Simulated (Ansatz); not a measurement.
## Abstraction of Br: CH2Br2 + CHBrI → CH2Br + CHBr2I

Species: CH2Br2 (dibromomethane) `BrCBr`, singlet; CHBrI `Br[CH]I`, doublet; CH2Br `[CH2]Br`, doublet; CHBr2I (dibromoiodomethane) `BrC(Br)I`, singlet. A radical takes Br: the energy is the difference in strength between two C–Br bonds in different surroundings.

Shapes, held fixed at every level: PBE0-D4/def2-TZVP. Programs: Ansatz 0.2.0. The zero-point and thermal change to 298 K, harmonic and unscaled (PBE0-D4/def2-TZVP), is -4.2 kJ/mol.

```json
{"level": "HF/def2-SVP", "kind": "Hartree–Fock", "ΔH(298 K) (kJ/mol)": "+30.6", "less CCSD(T)/def2-TZVPP": "+6.1"}
{"level": "HF/def2-TZVPP", "kind": "Hartree–Fock", "ΔH(298 K) (kJ/mol)": "+32.7", "less CCSD(T)/def2-TZVPP": "+8.2"}
{"level": "PBE0-D4/def2-TZVPP", "kind": "global hybrid", "ΔH(298 K) (kJ/mol)": "+27.5", "less CCSD(T)/def2-TZVPP": "+3.0"}
{"level": "MP2/def2-SVP", "kind": "perturbation theory", "ΔH(298 K) (kJ/mol)": "+15.9", "less CCSD(T)/def2-TZVPP": "-8.6"}
{"level": "MP2/def2-TZVPP", "kind": "perturbation theory", "ΔH(298 K) (kJ/mol)": "+15.0", "less CCSD(T)/def2-TZVPP": "-9.5"}
{"level": "CCSD/def2-TZVPP", "kind": "coupled cluster or CI", "ΔH(298 K) (kJ/mol)": "+26.3", "less CCSD(T)/def2-TZVPP": "+1.8"}
{"level": "CCSD(T)/def2-TZVPP", "kind": "coupled cluster or CI", "ΔH(298 K) (kJ/mol)": "+24.5", "less CCSD(T)/def2-TZVPP": "0.0"}
```

The highest level, CCSD(T)/def2-TZVPP, gives ΔH(298 K) = +24.5 kJ/mol; the levels span +15.0 to +32.7. The column of differences is taken from that level and isn't an error. No measured value is set beside it here. Open shells run unrestricted unless RO is named. For atoms past krypton def2 sets carry core potentials with scalar relativity. Relativity is left out for Br unless named. Correlated rows may include outer-core shells of Br, I, which these sets cover unevenly.

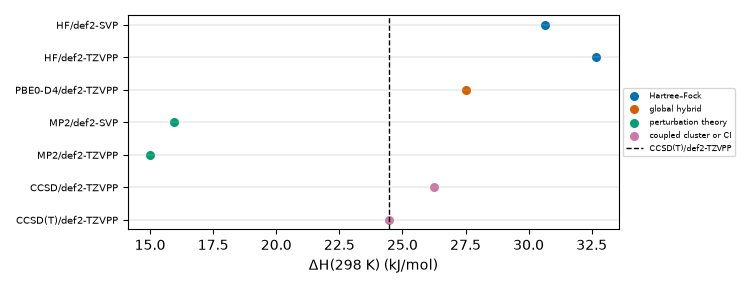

The values of the table, level by level.
